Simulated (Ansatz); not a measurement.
Cost and result by functional for the adsorption energy of SiH3 on the 1x1 (111) surface of fcc Cu, one in a 2x2 cell, started at the site 'bridge Cu-Cu (span 2.6 Å)', in Ansatz (plane waves, PAW). Single points on the PBE structure, on one kind of machine; costs are rough ratios of the slab run's core time (references not counted) to the cheapest single point. r2SCAN's cost holds its higher cutoff (500 against 420 eV). Differences are taken against r2SCAN for comparison alone: no measured value is at hand, so the table doesn't rank accuracy.

Model: 20-atom slab, 6.2 Å thick at the start under the adsorbate (thin: gaps and levels are the slab's own), 6x6x1 mesh, Fermi-Dirac 0.1 eV, dipole correction, 8 atoms held, the rest relaxed; no symmetry held; spin-polarised, no spin-orbit, no U, no dispersion correction. The starting moment vanished. At the end it is bonded to 3 Cu. In PBE it is, or lies within 0.03 eV of, the lowest of the starts that converged. These notes are the PBE run's. r2SCAN: The program's check for a lower electronic state was not made. Adsorption energies are against SiH4(g) − ½ H2(g). A negative adsorption energy means that the adsorbate is more stable on the surface than in its reference.

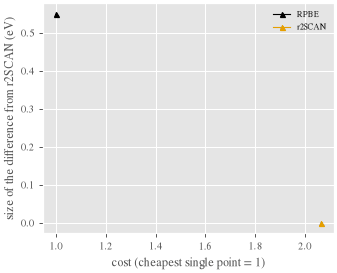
*Difference from r2SCAN against cost*

```
functional                     relative cost  adsorption energy (eV)  less r2SCAN (eV)
-----------------------------  -------------  ----------------------  ----------------
RPBE                                       1                    0.03              0.55
r2SCAN                                     2                   -0.52              0.00
PBE (the relaxed run's value)              –                   -0.31              0.21
```

The values span 0.55 eV, while the single points' costs differ by a factor of roughly 2. Differences are of unrounded values.

Ansatz is a program for electronic structure.
